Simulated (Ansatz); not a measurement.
# CH6ClOSbSi: a ladder of functionals and wavefunction methods

Aim: compute CH6ClOSbSi with functionals from several rungs and with coupled cluster, and see how far each lands from CCSD(T) at the basis-set limit for the atomisation energy.

Program: Ansatz 0.2.0, Gaussian basis. Level of theory: functionals in def2-TZVPP, the program's frozen cores in correlated methods. These are calculated values, not measurements.

Plan: LDA (SPW92), PBE-D4, revPBE-D4, BLYP-D4, r2SCAN-D4, B97M-V, PBE0-D4, B3LYP-D4, r2SCANh-D4, r2SCAN0-D4, HSE06-D4, BHLYP-D4, CAM-B3LYP-D4, LC-ωPBE, ωB97X-V, ωB97M-V, B2PLYP, PBE-QIDH; CCSD(T)/def2-SVP; CCSD(T)/def2-TZVPP; MP2/def2-QZVPP; extrapolation to the limit; RPA on PBE.

1 further run of the same task is left out (for a known fault of the program). Runs told in other sessions of the task aren't counted.

## 1. The relaxed structure

The geometry comes from an earlier relaxation with PBE0-D4 in a triple-zeta def2 set; it is a stationary point, not always the lowest conformer. Sb takes the def2 core potential; no spin-orbit term is included.

SMILES `C[O][Sb]([SiH3])[Cl]`, 11 atoms, charge 0, spin multiplicity 1.

Atoms are counted from 1 here; the program's logs count them from 0.

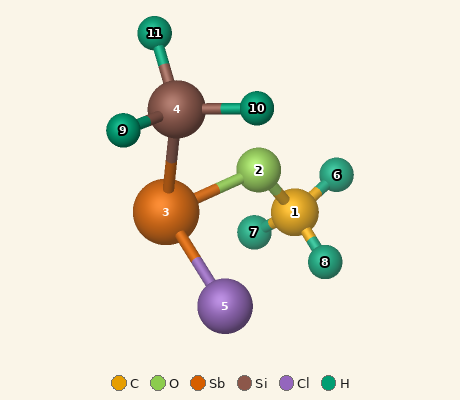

The geometry (carbon amber, oxygen green, antimony orange, silicon brown, chlorine purple, hydrogen teal); atoms are numbered from 1 in the order of the file.

As a file:

| atom | x (Å) | y (Å) | z (Å) |
| --- | --- | --- | --- |
| C1 | -1.80926 | 0.74982 | 1.15882 |
| O2 | -0.56605 | 0.18077 | 0.81001 |
| Sb3 | -0.47294 | -0.98470 | -0.76199 |
| Si4 | 2.11484 | -0.87057 | -0.64918 |
| Cl5 | -0.55709 | 0.69413 | -2.43846 |
| H6 | -1.71383 | 1.16874 | 2.16334 |
| H7 | -2.62139 | 0.01069 | 1.17163 |
| H8 | -2.08519 | 1.55685 | 0.47101 |
| H9 | 2.66504 | -1.42497 | -1.91409 |
| H10 | 2.50721 | 0.54946 | -0.48437 |
| H11 | 2.60393 | -1.68703 | 0.49387 |

## 2. LDA

This LDA is Slater exchange with PW92 correlation.

in.yaml

```yaml
crystal:
  periodic: [false, false, false]
  atoms:
    - {symbol: C, position_ang: [-1.809260, 0.749820, 1.158823]}
    - {symbol: O, position_ang: [-0.566045, 0.180775, 0.810013]}
    - {symbol: Sb, position_ang: [-0.472936, -0.984701, -0.761988]}
    - {symbol: Si, position_ang: [2.114845, -0.870568, -0.649180]}
    - {symbol: Cl, position_ang: [-0.557087, 0.694133, -2.438464]}
    - {symbol: H, position_ang: [-1.713830, 1.168745, 2.163340]}
    - {symbol: H, position_ang: [-2.621386, 0.010689, 1.171629]}
    - {symbol: H, position_ang: [-2.085185, 1.556849, 0.471009]}
    - {symbol: H, position_ang: [2.665043, -1.424967, -1.914090]}
    - {symbol: H, position_ang: [2.507214, 0.549457, -0.484368]}
    - {symbol: H, position_ang: [2.603926, -1.687032, 0.493873]}
basis:
  gaussian: {orbitals: def2-TZVPP}
hamiltonian: {xc: lda}
output: {orbitals: {seedname: orbitals}}
```

Started as:

```console
> ansatz run in.yaml --threads 4 --pin off --events-out ev --progress --plain --max-ram 11315MiB
```

Standard output:

```text
Functional definition: SPW92
  name "SPW92"
  cite "Dirac, Proc. Camb. Phil. Soc. 26, 376 (1930) doi:10.1017/S0305004100016108"
  cite "Slater, Phys. Rev. 81, 385 (1951) doi:10.1103/PhysRev.81.385"
  cite "Perdew & Wang, Phys. Rev. B 45, 13244 (1992) doi:10.1103/PhysRevB.45.13244"
  exchange = slater_x
  correlation = pw_c
1650 factors; their error is unknown
mean field evaluation 1: about -30004.8578 eV, gradient 7.0e1 eV
mean field evaluation 2: about -29878.6489 eV, gradient 2.1e2 eV
mean field evaluation 4: about -30014.7160 eV, gradient 2.0e1 eV
mean field evaluation 8: about -30015.5477 eV, gradient 2.8e-1 eV
mean field evaluation 16: about -30015.5084 eV, gradient 2.0e-3 eV
mean field -30015.50841224 eV, -1103.0495889077 hartree, gradient 4.4e-5 eV, S^2 0.000000; 0 other end points of the search recorded, 0 dependent functions left out
reference -30015.50846052 eV, -1103.0495906819 hartree; 37, 37 occupied and 243, 243 virtual orbitals, 1650 factors
Total energy: -30015.50846052 eV, -1103.0495906819 hartree
```

Run time: 2.3 s. Hardware: 4 threads of Intel Xeon Platinum 8488C, shared host.

With the free atoms at this level, -29974.284 eV in sum, the atomisation energy is 950.7 kcal/mol. HOMO -6.09 eV, LUMO -2.49 eV.

## 3. PBE-D4 (GGA)

Changes to in.yaml since step 2:

```diff
@@ -16,3 +16,3 @@
   gaussian: {orbitals: def2-TZVPP}
-hamiltonian: {xc: lda}
-output: {orbitals: {seedname: orbitals}}
+hamiltonian: {xc: pbe, dispersion: d4}
+output: {forces: true, orbitals: {seedname: orbitals}}
```

The command is unchanged.

Standard output, shortened:

```text
Functional definition: PBE
  name "PBE"
  cite "Perdew, Burke & Ernzerhof, Phys. Rev. Lett. 77, 3865 (1996) doi:10.1103/PhysRevLett.77.3865"
  parent pbe
[...]
1650 factors; their error is unknown
[...]
mean field -30109.91649628 eV, -1106.5190220037 hartree, gradient 2.8e-5 eV, S^2 0.000000; 0 other end points of the search recorded, 0 dependent functions left out
[...]
reference -30109.91654800 eV, -1106.5190239045 hartree; 37, 37 occupied and 243, 243 virtual orbitals, 1650 factors
Total energy: -30110.22925141 eV, -1106.5305155429 hartree
Atom 0 at    -1.809260     0.749820     1.158823 Å, force    -0.241342     0.076903     0.043157 eV/Å
Atom 1 at    -0.566045     0.180775     0.810013 Å, force     0.467442     0.164377     0.407208 eV/Å
Atom 2 at    -0.472936    -0.984701    -0.761988 Å, force    -0.148276    -0.639646    -0.277479 eV/Å
Atom 3 at     2.114845    -0.870568    -0.649180 Å, force    -0.001794    -0.007901     0.013171 eV/Å
Atom 4 at    -0.557087     0.694133    -2.438464 Å, force    -0.018328     0.257302    -0.283746 eV/Å
Atom 5 at    -1.713830     1.168745     2.163340 Å, force     0.018326     0.090773     0.213919 eV/Å
Atom 6 at    -2.621386     0.010689     1.171629 Å, force    -0.195095    -0.136317     0.010843 eV/Å
Atom 7 at    -2.085185     1.556849     0.471009 Å, force    -0.076436     0.180391    -0.137080 eV/Å
Atom 8 at     2.665043    -1.424967    -1.914090 Å, force     0.065334    -0.054866    -0.126883 eV/Å
Atom 9 at     2.507214     0.549457    -0.484368 Å, force     0.057453     0.152970     0.018366 eV/Å
Atom 10 at     2.603926    -1.687032     0.493873 Å, force     0.072717    -0.083987     0.118523 eV/Å
Dipole moment:    -0.111668    -0.336220     0.245666 e Å
```

Wall time 2.2 s (4 threads of Intel Xeon Platinum 8488C, shared host).

Atomisation energy: 839.9 kcal/mol (free atoms -30073.809 eV, run apart). HOMO -5.94 eV, LUMO -2.26 eV.

## 4. revPBE-D4 (GGA)

Changes to in.yaml since step 3:

```diff
@@ -16,3 +16,3 @@
   gaussian: {orbitals: def2-TZVPP}
-hamiltonian: {xc: pbe, dispersion: d4}
-output: {forces: true, orbitals: {seedname: orbitals}}
+hamiltonian: {xc: {name: revPBE}, dispersion: d4}
+output: {orbitals: {seedname: orbitals}}
```

The command is unchanged.

Standard output:

```text
Functional definition: revPBE
  name "revPBE"
  cite "Zhang & Yang, Phys. Rev. Lett. 80, 890 (1998) doi:10.1103/PhysRevLett.80.890"
  cite "Perdew, Burke & Ernzerhof, Phys. Rev. Lett. 77, 3865 (1996) doi:10.1103/PhysRevLett.77.3865"
  parameter kappa = 1.245
  parameter beta = 0.06672455060314922
  exchange = pbe_x(kappa = kappa, mu = beta*pi^2/3)
  correlation = pbe_c(beta = beta)
1650 factors; their error is unknown
mean field evaluation 1: about -30109.5633 eV, gradient 6.7e1 eV
mean field evaluation 2: about -29988.5359 eV, gradient 2.1e2 eV
mean field evaluation 4: about -30118.5458 eV, gradient 2.0e1 eV
mean field evaluation 8: about -30119.3472 eV, gradient 2.1e-1 eV
mean field evaluation 16: about -30119.3061 eV, gradient 7.3e-4 eV
mean field -30119.30610988 eV, -1106.8640839392 hartree, gradient 5.6e-5 eV, S^2 0.000000; 0 other end points of the search recorded, 0 dependent functions left out
reference -30119.30617449 eV, -1106.8640863136 hartree; 37, 37 occupied and 243, 243 virtual orbitals, 1650 factors
Total energy: -30120.10713479 eV, -1106.8935210616 hartree
```

Wall time 1.8 s (4 threads of Intel Xeon Platinum 8488C, shared host).

With the free atoms at this level, -30084.558 eV in sum, the atomisation energy is 819.8 kcal/mol. HOMO -5.89 eV, LUMO -2.17 eV.

## 5. BLYP-D4 (GGA)

Changes to in.yaml since step 4:

```diff
@@ -16,3 +16,3 @@
   gaussian: {orbitals: def2-TZVPP}
-hamiltonian: {xc: {name: revPBE}, dispersion: d4}
+hamiltonian: {xc: {name: BLYP}, dispersion: d4}
 output: {orbitals: {seedname: orbitals}}
```

The command is unchanged.

Standard output:

```text
Functional definition: BLYP
  name "BLYP"
  cite "Becke, Phys. Rev. A 38, 3098 (1988) doi:10.1103/PhysRevA.38.3098"
  cite "Lee, Yang & Parr, Phys. Rev. B 37, 785 (1988) doi:10.1103/PhysRevB.37.785"
  parameter beta = 0.0042
  parameter a = 0.04918
  parameter b = 0.132
  parameter c = 0.2533
  parameter d = 0.349
  exchange = b88_x(beta = beta)
  correlation = lyp_c(a = a, b = b, c = c, d = d)
1650 factors; their error is unknown
mean field evaluation 1: about -30109.0861 eV, gradient 7.3e1 eV
mean field evaluation 2: about -29968.4911 eV, gradient 2.2e2 eV
mean field evaluation 4: about -30119.3824 eV, gradient 2.4e1 eV
mean field evaluation 8: about -30120.5182 eV, gradient 2.5e-1 eV
mean field evaluation 16: about -30120.4763 eV, gradient 2.0e-3 eV
mean field -30120.47629724 eV, -1106.9070875314 hartree, gradient 3.3e-5 eV, S^2 0.000000; 0 other end points of the search recorded, 0 dependent functions left out
reference -30120.47673428 eV, -1106.9071035924 hartree; 37, 37 occupied and 243, 243 virtual orbitals, 1650 factors
Total energy: -30121.13891030 eV, -1106.9314381124 hartree
```

Run time: 1.9 s. Hardware: 4 threads of Intel Xeon Platinum 8488C, shared host.

Atomisation energy: 830.3 kcal/mol (free atoms -30085.133 eV, run apart). HOMO -5.80 eV, LUMO -2.15 eV.

## 6. r2SCAN-D4 (meta-GGA)

Changes to in.yaml since step 5:

```diff
@@ -16,3 +16,3 @@
   gaussian: {orbitals: def2-TZVPP}
-hamiltonian: {xc: {name: BLYP}, dispersion: d4}
-output: {orbitals: {seedname: orbitals}}
+hamiltonian: {xc: r2scan, dispersion: d4}
+output: {forces: true, orbitals: {seedname: orbitals}}
```

The command is unchanged.

Standard output, shortened:

```text
Functional definition: r2SCAN
  name "r2SCAN"
  cite "Furness, Kaplan, Ning, Perdew & Sun, J. Phys. Chem. Lett. 11, 8208 (2020) doi:10.1021/acs.jpclett.0c02405"
  cite "Furness, Kaplan, Ning, Perdew & Sun, J. Phys. Chem. Lett. 11, 9248 (2020) doi:10.1021/acs.jpclett.0c03077"
  parent r2scan
[...]
1650 factors; their error is unknown
[...]
mean field -30122.31964657 eV, -1106.9748293700 hartree, gradient 6.3e-5 eV, S^2 0.000000; 0 other end points of the search recorded, 0 dependent functions left out
[...]
reference -30122.31966162 eV, -1106.9748299231 hartree; 37, 37 occupied and 243, 243 virtual orbitals, 1650 factors
Total energy: -30122.39518766 eV, -1106.9776054538 hartree
Atom 0 at    -1.809260     0.749820     1.158823 Å, force    -0.314122     0.127065     0.087149 eV/Å
Atom 1 at    -0.566045     0.180775     0.810013 Å, force     0.303412    -0.002629     0.085757 eV/Å
Atom 2 at    -0.472936    -0.984701    -0.761988 Å, force    -0.062085    -0.225174    -0.067709 eV/Å
Atom 3 at     2.114845    -0.870568    -0.649180 Å, force     0.053450    -0.006395     0.008250 eV/Å
Atom 4 at    -0.557087     0.694133    -2.438464 Å, force    -0.007323     0.104781    -0.102309 eV/Å
Atom 5 at    -1.713830     1.168745     2.163340 Å, force     0.010097    -0.008751    -0.017994 eV/Å
Atom 6 at    -2.621386     0.010689     1.171629 Å, force     0.004340     0.006658     0.000165 eV/Å
Atom 7 at    -2.085185     1.556849     0.471009 Å, force     0.004010    -0.004914     0.000822 eV/Å
Atom 8 at     2.665043    -1.424967    -1.914090 Å, force    -0.001988     0.014372     0.027138 eV/Å
Atom 9 at     2.507214     0.549457    -0.484368 Å, force     0.003940    -0.021810    -0.001580 eV/Å
Atom 10 at     2.603926    -1.687032     0.493873 Å, force     0.006269     0.016799    -0.019689 eV/Å
Dipole moment:    -0.093656    -0.349468     0.253787 e Å
```

Wall time 3.8 s (4 threads of Intel Xeon Platinum 8488C, shared host).

With the free atoms at this level, -30086.526 eV in sum, the atomisation energy is 827.2 kcal/mol. HOMO -6.19 eV, LUMO -2.11 eV.

## 7. B97M-V (meta-GGA)

Changes to in.yaml since step 6:

```diff
@@ -16,3 +16,3 @@
   gaussian: {orbitals: def2-TZVPP}
-hamiltonian: {xc: r2scan, dispersion: d4}
-output: {forces: true, orbitals: {seedname: orbitals}}
+hamiltonian: {xc: {name: B97M-V}}
+output: {orbitals: {seedname: orbitals}}
```

The command is unchanged.

Standard output, shortened:

```text
Functional definition: B97M-V
  name "B97M-V"
  cite "Mardirossian & Head-Gordon, J. Chem. Phys. 142, 074111 (2015) doi:10.1063/1.4907719"
  cite "Becke, J. Chem. Phys. 107, 8554 (1997) doi:10.1063/1.475007"
  cite "Vydrov & Van Voorhis, J. Chem. Phys. 133, 244103 (2010) doi:10.1063/1.3521275"
  # Of w^i u^j: cxij and so on, Table III.
[...]
  gx(w, u) = cx00 + cx01*u + cx02*u^2 + (cx10 + cx11*u)*w
  gss(w, u) = css00 + css02*u^2 + css10*w + (css32*w^3 + css42*w^4)*u^2
  gos(w, u) = cos00 + cos01*u + cos03*u^3 + cos10*w + cos32*w^3*u^2
[...]
      + integral(e_c_pw_mod_opposite_spin*gos(b97_w_opposite, b97_u_opposite)) + vv10(b, c)
1650 factors; their error is unknown
[...]
mean field -30117.14266964 eV, -1106.7845789769 hartree, gradient 3.5e-5 eV, S^2 0.000000; 0 other end points of the search recorded, 0 dependent functions left out
reference -30117.14274306 eV, -1106.7845816749 hartree; 37, 37 occupied and 243, 243 virtual orbitals, 1650 factors
Total energy: -30117.14274306 eV, -1106.7845816749 hartree
```

Wall time 7 s (4 threads of Intel Xeon Platinum 8488C, shared host).

Atomisation energy: 835.0 kcal/mol (free atoms -30080.933 eV, run apart). HOMO -6.26 eV, LUMO -2.12 eV.

## 8. PBE0-D4 (hybrid)

Changes to in.yaml since step 7:

```diff
@@ -16,3 +16,3 @@
   gaussian: {orbitals: def2-TZVPP}
-hamiltonian: {xc: {name: B97M-V}}
+hamiltonian: {xc: pbe0, dispersion: d4}
 output: {orbitals: {seedname: orbitals}}
```

Its log isn't repeated here (it stands with the study of this molecule's fields); it ends on a total energy of -30112.373194 eV.

With the free atoms at this level, -30076.743 eV in sum, the atomisation energy is 821.6 kcal/mol. HOMO -7.02 eV, LUMO -1.51 eV.

## 9. B3LYP-D4 (hybrid)

B3LYP here takes the VWN-RPA correlation.

Changes to in.yaml since step 8:

```diff
@@ -16,3 +16,3 @@
   gaussian: {orbitals: def2-TZVPP}
-hamiltonian: {xc: pbe0, dispersion: d4}
-output: {orbitals: {seedname: orbitals}}
+hamiltonian: {xc: {name: B3LYP}, dispersion: d4}
+output: {forces: true, orbitals: {seedname: orbitals}}
```

Launched as before.

Standard output, shortened:

```text
Functional definition: B3LYP
  name "B3LYP"
  cite "Stephens, Devlin, Chabalowski & Frisch, J. Phys. Chem. 98, 11623 (1994) doi:10.1021/j100096a001"
  cite "Becke, Phys. Rev. A 38, 3098 (1988) doi:10.1103/PhysRevA.38.3098"
  cite "Lee, Yang & Parr, Phys. Rev. B 37, 785 (1988) doi:10.1103/PhysRevB.37.785"
  cite "Vosko, Wilk & Nusair, Can. J. Phys. 58, 1200 (1980) doi:10.1139/p80-159"
[...]
1725 factors; their error is unknown
[...]
mean field -30126.35894688 eV, -1107.1232709182 hartree, gradient 3.0e-5 eV, S^2 0.000000; 0 other end points of the search recorded, 0 dependent functions left out
[...]
reference -30126.35927209 eV, -1107.1232828697 hartree; 37, 37 occupied and 243, 243 virtual orbitals, 1725 factors
Total energy: -30126.86828232 eV, -1107.1419886506 hartree
Atom 0 at    -1.809260     0.749820     1.158823 Å, force    -0.289542     0.191371     0.153209 eV/Å
Atom 1 at    -0.566045     0.180775     0.810013 Å, force     0.192682     0.060964     0.165220 eV/Å
Atom 2 at    -0.472936    -0.984701    -0.761988 Å, force    -0.074768    -0.483156    -0.066841 eV/Å
Atom 3 at     2.114845    -0.870568    -0.649180 Å, force     0.223080     0.004822     0.015679 eV/Å
Atom 4 at    -0.557087     0.694133    -2.438464 Å, force    -0.028238     0.251259    -0.258041 eV/Å
Atom 5 at    -1.713830     1.168745     2.163340 Å, force    -0.019125    -0.016909    -0.052780 eV/Å
Atom 6 at    -2.621386     0.010689     1.171629 Å, force     0.038490     0.041039     0.001052 eV/Å
Atom 7 at    -2.085185     1.556849     0.471009 Å, force     0.008369    -0.042668     0.041288 eV/Å
Atom 8 at     2.665043    -1.424967    -1.914090 Å, force    -0.021944     0.036489     0.081058 eV/Å
Atom 9 at     2.507214     0.549457    -0.484368 Å, force    -0.011919    -0.094058    -0.010673 eV/Å
Atom 10 at     2.603926    -1.687032     0.493873 Å, force    -0.017085     0.050848    -0.069170 eV/Å
Dipole moment:    -0.105791    -0.376746     0.240033 e Å
```

It took 4.8 s on 4 threads of Intel Xeon Platinum 8488C, shared host; peak memory 0.99 GiB.

Atomisation energy: 828.6 kcal/mol (free atoms -30090.937 eV, run apart). HOMO -6.82 eV, LUMO -1.71 eV.

## 10. r2SCANh-D4 (hybrid)

Changes to in.yaml since step 9:

```diff
@@ -16,3 +16,3 @@
   gaussian: {orbitals: def2-TZVPP}
-hamiltonian: {xc: {name: B3LYP}, dispersion: d4}
-output: {forces: true, orbitals: {seedname: orbitals}}
+hamiltonian: {xc: {name: r2SCANh}, dispersion: d4}
+output: {orbitals: {seedname: orbitals}}
```

Same command.

Standard output, shortened:

```text
Functional definition: r2SCANh
  name "r2SCANh"
  cite "Bursch, Neugebauer, Ehlert & Grimme, J. Chem. Phys. 156, 134105 (2022) doi:10.1063/5.0086040"
  cite "Furness, Kaplan, Ning, Perdew & Sun, J. Phys. Chem. Lett. 11, 8208 (2020) doi:10.1021/acs.jpclett.0c02405"
  cite "Furness, Kaplan, Ning, Perdew & Sun, J. Phys. Chem. Lett. 11, 9248 (2020) doi:10.1021/acs.jpclett.0c03077"
  parent r2scan
[...]
1653 factors; their error is unknown
[...]
mean field -30121.68238692 eV, -1106.9514105095 hartree, gradient 2.3e-5 eV, S^2 0.000000; 0 other end points of the search recorded, 0 dependent functions left out
reference -30121.68240074 eV, -1106.9514110177 hartree; 37, 37 occupied and 243, 243 virtual orbitals, 1653 factors
Total energy: -30121.76487768 eV, -1106.9544419894 hartree
```

Run time: 4.4 s. Hardware: 4 threads of Intel Xeon Platinum 8488C, shared host; peak memory 0.95 GiB.

With the free atoms at this level, -30086.194 eV in sum, the atomisation energy is 820.3 kcal/mol. HOMO -6.59 eV, LUMO -1.84 eV.

## 11. r2SCAN0-D4 (hybrid)

Changes to in.yaml since step 10:

```diff
@@ -16,3 +16,3 @@
   gaussian: {orbitals: def2-TZVPP}
-hamiltonian: {xc: {name: r2SCANh}, dispersion: d4}
+hamiltonian: {xc: {name: r2SCAN0}, dispersion: d4}
 output: {orbitals: {seedname: orbitals}}
```

The command is unchanged.

Standard output, shortened:

```text
Functional definition: r2SCAN0
  name "r2SCAN0"
  cite "Bursch, Neugebauer, Ehlert & Grimme, J. Chem. Phys. 156, 134105 (2022) doi:10.1063/5.0086040"
  cite "Furness, Kaplan, Ning, Perdew & Sun, J. Phys. Chem. Lett. 11, 8208 (2020) doi:10.1021/acs.jpclett.0c02405"
  cite "Furness, Kaplan, Ning, Perdew & Sun, J. Phys. Chem. Lett. 11, 9248 (2020) doi:10.1021/acs.jpclett.0c03077"
  parent r2scan
[...]
1742 factors; their error is unknown
[...]
mean field -30120.77022708 eV, -1106.9178892537 hartree, gradient 5.3e-5 eV, S^2 0.000000; 0 other end points of the search recorded, 0 dependent functions left out
reference -30120.77023908 eV, -1106.9178896947 hartree; 37, 37 occupied and 243, 243 virtual orbitals, 1742 factors
Total energy: -30120.86221403 eV, -1106.9212697119 hartree
```

Run time: 4.7 s. Hardware: 4 threads of Intel Xeon Platinum 8488C, shared host; peak memory 0.97 GiB.

With the free atoms at this level, -30085.714 eV in sum, the atomisation energy is 810.5 kcal/mol. HOMO -7.18 eV, LUMO -1.42 eV.

## 12. HSE06-D4 (hybrid)

HSE06 is the plane-wave form, built on full-range PBE exchange.

Changes to in.yaml since step 11:

```diff
@@ -16,3 +16,3 @@
   gaussian: {orbitals: def2-TZVPP}
-hamiltonian: {xc: {name: r2SCAN0}, dispersion: d4}
+hamiltonian: {xc: hse06, dispersion: d4}
 output: {orbitals: {seedname: orbitals}}
```

Launched as before.

Standard output, shortened:

```text
Functional definition: HSE06
  name "HSE06"
  cite "Heyd, Scuseria & Ernzerhof, J. Chem. Phys. 118, 8207 (2003) doi:10.1063/1.1564060"
  cite "Krukau, Vydrov, Izmaylov & Scuseria, J. Chem. Phys. 125, 224106 (2006) doi:10.1063/1.2404663"
  cite "Heyd & Scuseria, J. Chem. Phys. 120, 7274 (2004) doi:10.1063/1.1668634"
  cite "Ernzerhof & Perdew, J. Chem. Phys. 109, 3313 (1998) doi:10.1063/1.476928"
  cite "Perdew, Burke & Ernzerhof, Phys. Rev. Lett. 77, 3865 (1996) doi:10.1103/PhysRevLett.77.3865"
  parent pbe
[...]
  # The whole range is PBE's own exchange, as in plane waves. The composition of these papers is wPBEh.
[...]
1742 factors; their error is unknown
130 factors; integrals over basis functions are off by at most 5.8e-7 eV
[...]
mean field -30111.50398253 eV, -1106.5773610477 hartree, gradient 5.4e-5 eV, S^2 0.000000; 0 other end points of the search recorded, 0 dependent functions left out
reference -30111.50403389 eV, -1106.5773629348 hartree; 37, 37 occupied and 243, 243 virtual orbitals, 1742 factors
Total energy: -30111.75958094 eV, -1106.5867541157 hartree
```

Wall time 3.6 s (4 threads of Intel Xeon Platinum 8488C, shared host); peak memory 0.99 GiB.

With the free atoms at this level, -30076.121 eV in sum, the atomisation energy is 821.8 kcal/mol. HOMO -6.63 eV, LUMO -1.88 eV.

## 13. BHLYP-D4 (hybrid)

Changes to in.yaml since step 12:

```diff
@@ -16,3 +16,3 @@
   gaussian: {orbitals: def2-TZVPP}
-hamiltonian: {xc: hse06, dispersion: d4}
+hamiltonian: {xc: {name: BHLYP}, dispersion: d4}
 output: {orbitals: {seedname: orbitals}}
```

Launched as before.

Standard output:

```text
Functional definition: BHLYP
  name "BHLYP"
  cite "Becke, J. Chem. Phys. 98, 1372 (1993) doi:10.1063/1.464304"
  cite "Becke, Phys. Rev. A 38, 3098 (1988) doi:10.1103/PhysRevA.38.3098"
  cite "Lee, Yang & Parr, Phys. Rev. B 37, 785 (1988) doi:10.1103/PhysRevB.37.785"
  parameter a = 0.5
  exchange = (1 - a)*b88_x + a*exact_x
  correlation = lyp_c
1876 factors; their error is unknown
mean field evaluation 1: about -30113.9654 eV, gradient 4.9e1 eV
mean field evaluation 2: about -30107.5807 eV, gradient 7.7e1 eV
mean field evaluation 4: about -30118.8853 eV, gradient 3.6e0 eV
mean field evaluation 8: about -30118.9133 eV, gradient 5.5e-2 eV
mean field evaluation 16: about -30119.3635 eV, gradient 4.0e-4 eV
mean field -30119.36347440 eV, -1106.8661920462 hartree, gradient 4.0e-5 eV, S^2 0.000000; 0 other end points of the search recorded, 0 dependent functions left out
reference -30119.36369375 eV, -1106.8662001073 hartree; 37, 37 occupied and 243, 243 virtual orbitals, 1876 factors
Total energy: -30119.80973815 eV, -1106.8825919368 hartree
```

It took 3.3 s on 4 threads of Intel Xeon Platinum 8488C, shared host; peak memory 0.98 GiB.

With the free atoms at this level, -30085.005 eV in sum, the atomisation energy is 802.6 kcal/mol. HOMO -7.95 eV, LUMO -0.66 eV.

[end of part 1 of 2]
